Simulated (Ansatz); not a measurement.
The starting structures come from a database of crystals and need not be the phases stable at ambient conditions.

Where the default PAW files enter, the runs use the earlier of Ansatz's two default sets.

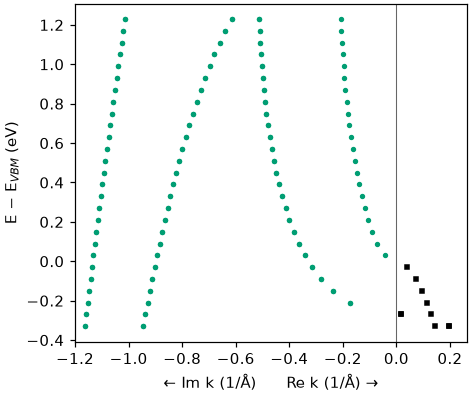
Complex bands at the centre of the two-dimensional zone; r2SCAN (Ansatz, a quantum-chemistry and plane-wave program)

The gap is the functional's own, uncorrected, and κ follows it; spin-orbit coupling is left out. Mid-gap means the computed energy nearest the middle.

Problem. This is ZrS$_{2}$ (P-3m1, CdI2 type, not sure to be the ambient phase, 3 atoms a cell, 21.8 Å³ an atom, 3 GPa at this level) along the normal of (001). Read off the slowest decay at the centre of the two-dimensional zone at 0.45 eV, the computed energy nearest the middle of the gap.

Solution. κ ≈ 0.15 1/Å, a decay length 1/(2κ) of the density of 3.4 Å.
